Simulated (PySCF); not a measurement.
**C₃H₇NSSi: electronic excitations at several levels of theory**

How much do the electronic excitations of C₃H₇NSSi (`CN1[SiH2]CC1=S`) depend on the level of theory, and what does each level cost?

Computed with PySCF 2.14.0, with density-fitted response routines of our own, on a single molecule in the gas phase. Atoms are numbered from 0 throughout.

## 1. Starting geometry

13 atoms, charge 0, multiplicity 1; geometry from: GFN2-xTB. The atoms were then displaced at random by about 0.01 Å, so the start is not that level's minimum.

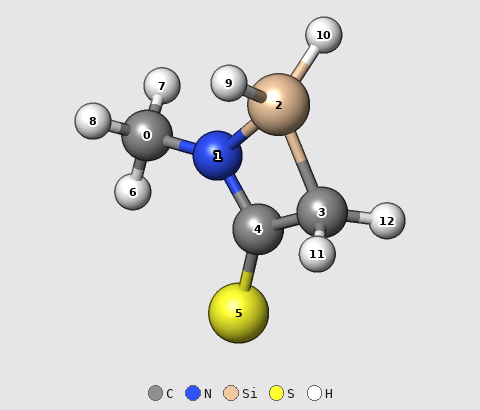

As it starts; carbon grey, nitrogen blue, silicon light orange, sulfur yellow, hydrogen white, atoms numbered.

## 2. Geometry optimisation at PBE0-D3(BJ)/def2-SVP

The job: settings as JSON, then the geometry in Å.

```
{"job": {"xc": "PBE0", "basis": "def2-SVP", "d3": "d3bj", "grid": 1, "shake": 0.01, "kind": "geom"}, "charge": 0, "multiplicity": 1}
C      1.833670     0.201970     0.456130
N      0.428480     0.006530     0.116000
Si    -0.731720    -1.331950     0.113430
C     -1.654640     0.183500    -0.521930
C     -0.409950     0.959280    -0.361150
S     -0.096690     2.535000    -0.644640
H      2.069360     1.271910     0.267710
H      2.470340    -0.402970    -0.165370
H      1.985630     0.000690     1.523180
H     -0.987000    -1.817040     1.479520
H     -0.349370    -2.375120    -0.818220
H     -2.490050     0.570960     0.104020
H     -2.062250     0.180370    -1.559010
```

Command:

```bash
$ OMP_NUM_THREADS=1 python probes_run.py task.json out
```

One launch serves the whole session: the jobs run in the order shown.

Standard output:

```text
step   0  E = -860.17300251  max force = 0.050831
step   1  E = -860.17822530  max force = 0.011855
step   2  E = -860.17858130  max force = 0.001987
step   3  E = -860.17865696  max force = 0.002394
step   4  E = -860.17868587  max force = 0.001160
step   5  E = -860.17870106  max force = 0.000561
step   6  E = -860.17871141  max force = 0.000589
step   7  E = -860.17872090  max force = 0.000343
optimisation converged
```

Run time: 57 s. Hardware: 1 thread of Arm Neoverse V1, shared host; peak memory 0.51 GiB.

Along the way:

```csv
step,energy from step 0 (eV),largest force component (eV/Å)
0,0.0000,2.6138
1,-0.1421,0.6096
2,-0.1518,0.1022
3,-0.1539,0.1231
4,-0.1547,0.0596
5,-0.1551,0.0288
6,-0.1553,0.0303
7,-0.1556,0.0176
```

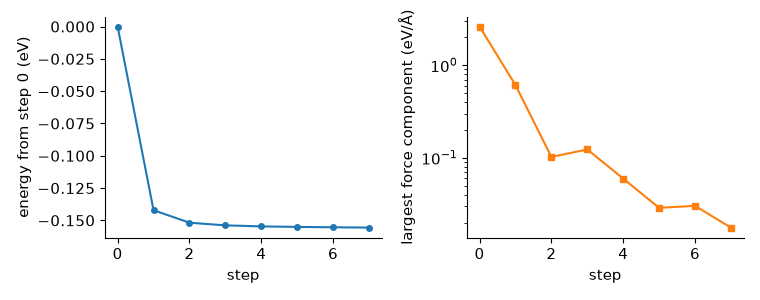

Energy and largest force along the relaxation.

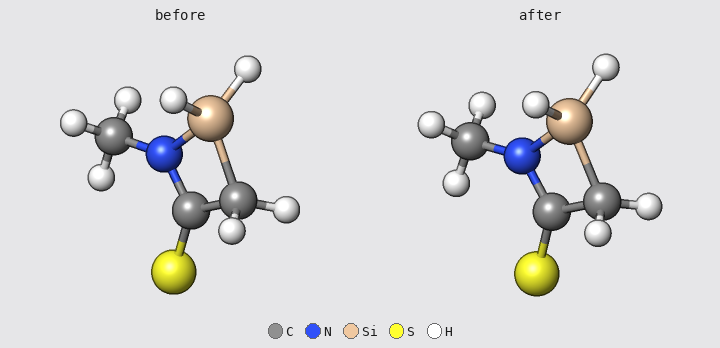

The geometry before (left) and after (right).

Close pairs (by a distance rule), those that changed most:

```csv
bond,before (Å),after (Å),change (Å)
C3–C4,1.475,1.529,+0.053
Si2–H10,1.450,1.492,+0.042
C0–H7,1.076,1.102,+0.026
C0–N1,1.459,1.437,-0.022
Si2–H9,1.472,1.492,+0.020
C3–H12,1.114,1.099,-0.015
C3–H11,1.113,1.099,-0.014
N1–C4,1.356,1.368,+0.013
```

The end geometry stands in the next job.

```csv
at the end point,value
point group (found at 0.08 Å tolerance),C1
"rotational constants (GHz, main isotopes)","3.888, 1.872, 1.304"
dipole moment (D),3.95
```

## 3. TDDFT and polarisability: PBE0/def2-SVP

The job: settings as JSON, then the geometry in Å.

```
{"job": {"kind": "uv", "xc": "PBE0", "basis": "def2-SVP"}, "charge": 0, "multiplicity": 1}
C      1.599839     0.792057     0.263227
N      0.241030     0.540564    -0.129974
Si    -0.944410    -0.785541    -0.143969
C     -1.891659     0.670762    -0.882854
C     -0.606113     1.470268    -0.668952
S     -0.317651     3.047137    -1.000471
H      1.800351     1.866967     0.136839
H      2.306182     0.221858    -0.361920
H      1.761027     0.513297     1.316196
H     -1.317325    -1.282020     1.212527
H     -0.573279    -1.941734    -1.010367
H     -2.738003     1.079389    -0.312460
H     -2.175546     0.619099    -1.943617
```

Method: TDDFT PBE0/def2-SVP, vertical, gas phase, core orbitals frozen in the response.

Standard output:

```text
coarse grid: 11912 points
cycle   1  E = -860.0209693470  dE =  6.925e-01  |g| = 4.004e-01  |ddm| = 3.778e+00
cycle   2  E = -859.9339693151  dE =  8.700e-02  |g| = 6.736e-01  |ddm| = 1.694e+00
cycle   3  E = -860.0671040371  dE = -1.331e-01  |g| = 1.606e-01  |ddm| = 1.198e+00
cycle   4  E = -860.0737337484  dE = -6.630e-03  |g| = 3.912e-02  |ddm| = 2.131e-01
cycle   5  E = -860.0740660892  dE = -3.323e-04  |g| = 1.439e-02  |ddm| = 4.438e-02
cycle   6  E = -860.0741108374  dE = -4.475e-05  |g| = 3.754e-03  |ddm| = 1.512e-02
cycle   7  E = -860.0741142569  dE = -3.419e-06  |g| = 8.197e-04  |ddm| = 4.456e-03
final grid: 105896 points
cycle   8  E = -860.1670613135  dE = -6.551e-06  |g| = 9.164e-03  |ddm| = 2.361e-02
cycle   9  E = -860.1669953435  dE =  6.597e-05  |g| = 1.764e-02  |ddm| = 3.251e-02
cycle  10  E = -860.1670839602  dE = -8.862e-05  |g| = 1.976e-03  |ddm| = 2.385e-02
cycle  11  E = -860.1670849330  dE = -9.728e-07  |g| = 2.098e-04  |ddm| = 2.067e-03
cycle  12  E = -860.1670849422  dE = -9.204e-09  |g| = 1.085e-04  |ddm| = 3.606e-04
cycle  13  E = -860.1670849449  dE = -2.705e-09  |g| = 3.335e-05  |ddm| = 1.168e-04
cycle  14  E = -860.1670849452  dE = -2.508e-10  |g| = 7.673e-06  |ddm| = 3.634e-05
converged SCF energy = -860.1670849452

Static polarisability (au): isotropic 78.891, principal 54.554 73.206 108.912

Singlet excitations
state   eV       nm        f      main configurations
  1   3.5934    345.0   0.00010   H->L 1.00
  2   4.8329    256.5   0.00674   H->L+1 0.77, H-1->L 0.22
  3   5.2795    234.8   0.00001   H-1->L+1 0.99
  4   5.7494    215.6   0.38629   H-1->L 0.72, H->L+1 0.22
  5   6.2511    198.3   0.00614   H->L+2 0.98
  6   6.7242    184.4   0.00568   H-1->L+2 0.98
  7   6.8475    181.1   0.00292   H-2->L 0.98
  8   6.9756    177.7   0.00015   H->L+3 0.99
  9   7.1413    173.6   0.02176   H->L+4 0.96
 10   7.4973    165.4   0.00189   H-2->L+1 0.38, H-1->L+3 0.28, H-3->L 0.27

Triplet excitations (Tamm-Dancoff, eV): 3.2255 3.4357 4.6736 5.1458
```

Wall time 16 s (1 thread of Arm Neoverse V1, shared host); peak memory 0.66 GiB.

Frontier orbitals and where they lie:

```csv
orbital,eV,atoms
HOMO−3,-9.29,"C4 25 %, N1 23 %, S5 11 %"
HOMO−2,-9.08,"C3 27 %, S5 26 %, Si2 19 %"
HOMO−1,-6.55,"S5 60 %, N1 24 %, C4 6 %"
HOMO,-5.92,"S5 85 %, C3 4 %"
LUMO,-0.59,"C4 46 %, S5 28 %, N1 14 %"
LUMO+1,-0.13,"Si2 74 %, C3 8 %, N1 7 %"
LUMO+2,1.26,"Si2 55 %, H9 10 %, H10 10 %"
```

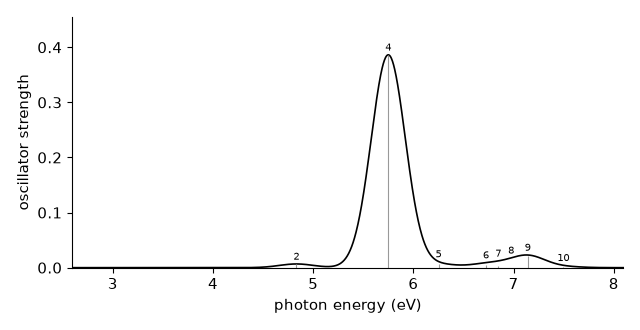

Absorption spectrum from the 10 singlet states computed; above the last one it falls off for lack of states. Lines are broadened to a width of 0.40 eV (Gaussian).

Ground-state properties from the same run:

```csv
property,computed
dipole moment (D),3.95
polarisability (Å³),11.69
HOMO–LUMO gap (eV),5.33
−ε(HOMO) (eV),5.92
```

## 4. Excited states and response: PBE0/def2-TZVP

Same as in step 3 but for these lines:

```diff
@@ -1,2 +1,2 @@
-{"job": {"kind": "uv", "xc": "PBE0", "basis": "def2-SVP"}, "charge": 0, "multiplicity": 1}
+{"job": {"kind": "uv", "xc": "PBE0", "basis": "def2-TZVP"}, "charge": 0, "multiplicity": 1}
 C      1.599839     0.792057     0.263227
```

Level: TDDFT PBE0/def2-TZVP, vertical, gas phase, core orbitals frozen in the response.

Standard output:

```text
coarse grid: 11912 points
cycle   1  E = -860.5483532004  dE =  7.153e-01  |g| = 4.195e-01  |ddm| = 2.775e+00
cycle   2  E = -860.4820911108  dE =  6.626e-02  |g| = 6.402e-01  |ddm| = 1.258e+00
cycle   3  E = -860.5942857989  dE = -1.122e-01  |g| = 1.693e-01  |ddm| = 8.344e-01
cycle   4  E = -860.6009411859  dE = -6.655e-03  |g| = 5.539e-02  |ddm| = 1.657e-01
cycle   5  E = -860.6016632866  dE = -7.221e-04  |g| = 1.139e-02  |ddm| = 4.290e-02
cycle   6  E = -860.6016837877  dE = -2.050e-05  |g| = 5.942e-03  |ddm| = 1.002e-02
cycle   7  E = -860.6016913617  dE = -7.574e-06  |g| = 1.164e-03  |ddm| = 4.319e-03
final grid: 105896 points
cycle   8  E = -860.5929143893  dE = -3.455e-05  |g| = 1.009e-02  |ddm| = 4.748e-02
cycle   9  E = -860.5928526500  dE =  6.174e-05  |g| = 1.792e-02  |ddm| = 2.050e-02
cycle  10  E = -860.5929358502  dE = -8.320e-05  |g| = 2.629e-03  |ddm| = 1.568e-02
cycle  11  E = -860.5929375667  dE = -1.717e-06  |g| = 4.706e-04  |ddm| = 2.135e-03
cycle  12  E = -860.5929376113  dE = -4.460e-08  |g| = 1.813e-04  |ddm| = 4.028e-04
cycle  13  E = -860.5929376182  dE = -6.908e-09  |g| = 6.074e-05  |ddm| = 1.381e-04
cycle  14  E = -860.5929376191  dE = -8.238e-10  |g| = 1.250e-05  |ddm| = 4.787e-05
converged SCF energy = -860.5929376191

Static polarisability (au): isotropic 89.407, principal 63.120 84.385 120.717

Singlet excitations
state   eV       nm        f      main configurations
  1   3.5536    348.9   0.00002   H->L 1.00
  2   4.6312    267.7   0.00877   H->L+1 0.80, H-1->L 0.20
  3   5.0481    245.6   0.00003   H-1->L+1 0.99
  4   5.4886    225.9   0.37911   H-1->L 0.74, H->L+1 0.19
  5   5.8297    212.7   0.01057   H->L+2 0.97
  6   6.2927    197.0   0.00646   H-1->L+2 0.99
  7   6.6669    186.0   0.00184   H-2->L 0.98
  8   6.7310    184.2   0.01008   H->L+3 0.85, H->L+4 0.12
  9   6.8042    182.2   0.04387   H->L+4 0.82, H->L+3 0.13
 10   6.9404    178.6   0.00075   H->L+5 0.99

Triplet excitations (Tamm-Dancoff, eV): 3.2107 3.4102 4.4655 4.9333
```

Wall time 43 s (1 thread of Arm Neoverse V1, shared host); peak memory 0.91 GiB.

This run: HOMO -6.08 eV, LUMO -0.80 eV; lowest singlet 3.55 eV.

## 5. Excited states and response: PBE0/aug-cc-pVDZ

Same as in step 4 but for these lines:

```diff
@@ -1,2 +1,2 @@
-{"job": {"kind": "uv", "xc": "PBE0", "basis": "def2-TZVP"}, "charge": 0, "multiplicity": 1}
+{"job": {"kind": "uv", "xc": "PBE0", "basis": "aug-cc-pVDZ"}, "charge": 0, "multiplicity": 1}
 C      1.599839     0.792057     0.263227
```

Level: TDDFT PBE0/aug-cc-pVDZ, vertical, gas phase, core orbitals frozen in the response.

Standard output:

```text
coarse grid: 11912 points
cycle   1  E = -860.4566153145  dE =  7.716e-01  |g| = 4.024e-01  |ddm| = 9.464e+00
cycle   2  E = -860.3798093828  dE =  7.681e-02  |g| = 6.442e-01  |ddm| = 2.399e+00
cycle   3  E = -860.5032188787  dE = -1.234e-01  |g| = 1.610e-01  |ddm| = 1.388e+00
cycle   4  E = -860.5098813025  dE = -6.662e-03  |g| = 4.021e-02  |ddm| = 3.469e-01
cycle   5  E = -860.5102491371  dE = -3.678e-04  |g| = 1.328e-02  |ddm| = 9.509e-02
cycle   6  E = -860.5102853600  dE = -3.622e-05  |g| = 4.149e-03  |ddm| = 2.841e-02
cycle   7  E = -860.5102895972  dE = -4.237e-06  |g| = 8.537e-04  |ddm| = 1.019e-02
final grid: 105896 points
cycle   8  E = -860.5272778631  dE = -9.678e-06  |g| = 9.270e-03  |ddm| = 1.672e-01
cycle   9  E = -860.5272107656  dE =  6.710e-05  |g| = 1.787e-02  |ddm| = 4.883e-02
cycle  10  E = -860.5273008280  dE = -9.006e-05  |g| = 1.945e-03  |ddm| = 3.248e-02
cycle  11  E = -860.5273017679  dE = -9.400e-07  |g| = 2.483e-04  |ddm| = 4.321e-03
cycle  12  E = -860.5273017796  dE = -1.167e-08  |g| = 1.368e-04  |ddm| = 6.717e-04
cycle  13  E = -860.5273017839  dE = -4.346e-09  |g| = 3.860e-05  |ddm| = 2.914e-04
cycle  14  E = -860.5273017843  dE = -3.686e-10  |g| = 9.342e-06  |ddm| = 8.058e-05
converged SCF energy = -860.5273017843

Static polarisability (au): isotropic 96.212, principal 69.825 92.223 126.587

Singlet excitations
state   eV       nm        f      main configurations
  1   3.5931    345.1   0.00002   H->L 0.99
  2   4.5813    270.6   0.01134   H->L+1 0.83, H-1->L 0.16
  3   4.9842    248.8   0.00007   H-1->L+1 0.98
  4   5.0815    244.0   0.02371   H->L+2 0.88, H->L+3 0.11
  5   5.3739    230.7   0.36313   H-1->L 0.74, H->L+1 0.15
  6   5.5683    222.7   0.01595   H->L+3 0.80, H->L+2 0.10
  7   5.5993    221.4   0.03270   H-1->L+2 0.88, H-1->L+3 0.10
  8   5.7280    216.5   0.01900   H->L+4 0.91
  9   5.9231    209.3   0.00008   H->L+5 0.97
 10   6.0505    204.9   0.00021   H-1->L+3 0.85, H-1->L+2 0.10

Triplet excitations (Tamm-Dancoff, eV): 3.2716 3.4626 4.4243 4.8745
```

Wall time 36 s (1 thread of Arm Neoverse V1, shared host); peak memory 0.81 GiB.

Key values: HOMO -6.12 eV, LUMO -0.84 eV; lowest singlet 3.59 eV.

## 6. Ultraviolet spectrum: PBE0/def2-TZVPD

Same as in step 5 but for these lines:

```diff
@@ -1,2 +1,2 @@
-{"job": {"kind": "uv", "xc": "PBE0", "basis": "aug-cc-pVDZ"}, "charge": 0, "multiplicity": 1}
+{"job": {"kind": "uv", "xc": "PBE0", "basis": "def2-TZVPD"}, "charge": 0, "multiplicity": 1}
 C      1.599839     0.792057     0.263227
```

Method: TDDFT PBE0/def2-TZVPD, vertical, gas phase, core orbitals frozen in the response.

Standard output:

```text
coarse grid: 11912 points
cycle   1  E = -860.5497760073  dE =  7.153e-01  |g| = 4.193e-01  |ddm| = 3.567e+00
cycle   2  E = -860.4826794682  dE =  6.710e-02  |g| = 6.411e-01  |ddm| = 1.269e+00
cycle   3  E = -860.5958347603  dE = -1.132e-01  |g| = 1.678e-01  |ddm| = 6.901e-01
cycle   4  E = -860.6023245049  dE = -6.490e-03  |g| = 5.622e-02  |ddm| = 1.709e-01
cycle   5  E = -860.6030696919  dE = -7.452e-04  |g| = 1.134e-02  |ddm| = 5.278e-02
cycle   6  E = -860.6030895584  dE = -1.987e-05  |g| = 5.983e-03  |ddm| = 1.376e-02
cycle   7  E = -860.6030972569  dE = -7.699e-06  |g| = 1.173e-03  |ddm| = 5.371e-03
final grid: 105896 points
cycle   8  E = -860.5943279801  dE = -3.773e-05  |g| = 1.004e-02  |ddm| = 1.914e-01
cycle   9  E = -860.5942668096  dE =  6.117e-05  |g| = 1.784e-02  |ddm| = 2.280e-02
cycle  10  E = -860.5943492232  dE = -8.241e-05  |g| = 2.601e-03  |ddm| = 1.556e-02
cycle  11  E = -860.5943509043  dE = -1.681e-06  |g| = 4.770e-04  |ddm| = 2.234e-03
cycle  12  E = -860.5943509498  dE = -4.552e-08  |g| = 1.860e-04  |ddm| = 4.977e-04
cycle  13  E = -860.5943509571  dE = -7.291e-09  |g| = 6.118e-05  |ddm| = 1.922e-04
cycle  14  E = -860.5943509580  dE = -8.381e-10  |g| = 1.263e-05  |ddm| = 6.452e-05
converged SCF energy = -860.5943509580

Static polarisability (au): isotropic 96.172, principal 69.995 92.447 126.073

Singlet excitations
state   eV       nm        f      main configurations
  1   3.5337    350.9   0.00001   H->L 0.99
  2   4.5694    271.3   0.00981   H->L+1 0.81, H-1->L 0.18
  3   4.9847    248.7   0.00002   H-1->L+1 0.99
  4   5.2570    235.8   0.02095   H->L+2 0.91
  5   5.3559    231.5   0.38253   H-1->L 0.74, H->L+1 0.17
  6   5.7704    214.9   0.02946   H-1->L+2 0.91
  7   5.7806    214.5   0.01699   H->L+3 0.86
  8   5.9452    208.5   0.02645   H->L+4 0.89
  9   6.2514    198.3   0.00251   H-1->L+3 0.89
 10   6.2920    197.1   0.04423   H->L+5 0.91

Triplet excitations (Tamm-Dancoff, eV): 3.2030 3.4049 4.4105 4.8772
```

Run time: 64 s. Hardware: 1 thread of Arm Neoverse V1, shared host; peak memory 1.1 GiB.

This run: HOMO -6.13 eV, LUMO -0.88 eV; lowest singlet 3.53 eV.

## 7. Excited states and response: PBE0/6-31+G*

Same as in step 6 but for these lines:

```diff
@@ -1,2 +1,2 @@
-{"job": {"kind": "uv", "xc": "PBE0", "basis": "def2-TZVPD"}, "charge": 0, "multiplicity": 1}
+{"job": {"kind": "uv", "xc": "PBE0", "basis": "6-31+G*"}, "charge": 0, "multiplicity": 1}
 C      1.599839     0.792057     0.263227
```

Level: TDDFT PBE0/6-31+G*, vertical, gas phase, core orbitals frozen in the response.

Standard output:

```text
coarse grid: 11912 points
cycle   1  E = -860.4884363034  dE =  7.491e-01  |g| = 3.998e-01  |ddm| = 4.058e+00
cycle   2  E = -860.4086181491  dE =  7.982e-02  |g| = 6.472e-01  |ddm| = 3.123e+00
cycle   3  E = -860.5354498837  dE = -1.268e-01  |g| = 1.617e-01  |ddm| = 2.161e+00
cycle   4  E = -860.5422605337  dE = -6.811e-03  |g| = 3.831e-02  |ddm| = 3.141e-01
cycle   5  E = -860.5425839822  dE = -3.234e-04  |g| = 1.371e-02  |ddm| = 7.194e-02
cycle   6  E = -860.5426239068  dE = -3.992e-05  |g| = 3.772e-03  |ddm| = 2.142e-02
cycle   7  E = -860.5426273974  dE = -3.491e-06  |g| = 7.789e-04  |ddm| = 6.931e-03
final grid: 105896 points
cycle   8  E = -860.4731801517  dE = -4.945e-06  |g| = 9.685e-03  |ddm| = 8.463e-02
cycle   9  E = -860.4731050989  dE =  7.505e-05  |g| = 1.880e-02  |ddm| = 4.846e-02
cycle  10  E = -860.4732060724  dE = -1.010e-04  |g| = 1.964e-03  |ddm| = 3.695e-02
cycle  11  E = -860.4732070377  dE = -9.653e-07  |g| = 2.293e-04  |ddm| = 3.036e-03
cycle  12  E = -860.4732070473  dE = -9.586e-09  |g| = 1.243e-04  |ddm| = 7.433e-04
cycle  13  E = -860.4732070509  dE = -3.569e-09  |g| = 3.990e-05  |ddm| = 1.934e-04
cycle  14  E = -860.4732070513  dE = -3.813e-10  |g| = 8.486e-06  |ddm| = 8.307e-05
converged SCF energy = -860.4732070513

Static polarisability (au): isotropic 88.224, principal 62.624 81.182 120.866

Singlet excitations
state   eV       nm        f      main configurations
  1   3.6006    344.3   0.00003   H->L 0.99
  2   4.5819    270.6   0.01652   H->L+1 0.84, H-1->L 0.15
  3   4.9715    249.4   0.00007   H-1->L+1 0.98
  4   5.2326    236.9   0.02488   H->L+2 0.93
  5   5.4380    228.0   0.39376   H-1->L 0.76, H->L+1 0.14
  6   5.7328    216.3   0.03106   H-1->L+2 0.93
  7   5.7653    215.1   0.02053   H->L+3 0.88
  8   6.0645    204.4   0.02239   H->L+4 0.93
  9   6.2333    198.9   0.00127   H-1->L+3 0.92
 10   6.2621    198.0   0.00025   H->L+5 0.97

Triplet excitations (Tamm-Dancoff, eV): 3.2782 3.4561 4.4082 4.8712
```

Run time: 16 s. Hardware: 1 thread of Arm Neoverse V1, shared host; peak memory 0.71 GiB.

Key values: HOMO -6.11 eV, LUMO -0.82 eV; lowest singlet 3.60 eV.

## 8. Run by run: electronic excitations

Excitations and ground-state properties, with basis size and wall time:

```csv
run,lowest singlet (eV),brightest (eV),f,gap (eV),α (Å³),μ (D),functions,time
PBE0/def2-SVP,3.59,5.75,0.386,5.33,11.69,3.95,127,16 s
PBE0/def2-TZVP,3.55,5.49,0.379,5.29,13.25,4.11,240,43 s
PBE0/aug-cc-pVDZ,3.59,5.37,0.363,5.29,14.26,4.28,209,36 s
PBE0/def2-TZVPD,3.53,5.36,0.383,5.25,14.25,4.18,300,64 s
PBE0/6-31+G*,3.60,5.44,0.394,5.30,13.07,4.37,130,16 s
```

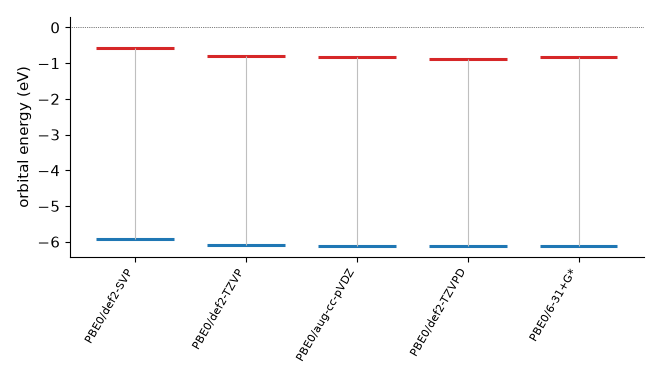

HOMO (blue) and LUMO (red) run by run.

## 9. What came out

| quantity | value |
| --- | --- |
| point group | C1 |
| rotational constants (main isotopes) | 3.89, 1.87, 1.30 GHz |
| lowest singlet (PBE0/def2-SVP) | 3.59 eV (345 nm), f = 0.000 |
| brightest single state of those computed | state 4, 5.75 eV, f = 0.386 |
| lowest triplet | 3.23 eV |
| range of the lowest singlet | 3.53 to 3.60 eV |

**Reading.** Single values in the summary come from the first sound run of each kind (PBE0/def2-SVP), which need not be the best level. The start of the PBE0/def2-SVP relaxation was shaken at random by about 0.01 Å, so part of the energy gained, and of the first lengths quoted, undoes that. The optimisation took 7 steps and gained 0.156 eV; among the close pairs (by a distance rule), C3–C4 changed most, from 1.475 to 1.529 Å. No frequency check was run at this level, so the end point may be a saddle. The lowest singlet, at 3.59 eV, is HOMO→LUMO 1.00 and is dark; of the 10 states computed, the strongest absorption comes from state 4 at 5.75 eV. The lowest triplet lies 0.37 eV below the lowest singlet (triplets in Tamm-Dancoff, singlets in full TDDFT). The lowest singlet runs from 3.53 eV (PBE0/def2-TZVPD) to 3.60 eV (PBE0/6-31+G*), while the orbital gap spans 5.25 to 5.33 eV. The lowest state need not be the same one in every run.
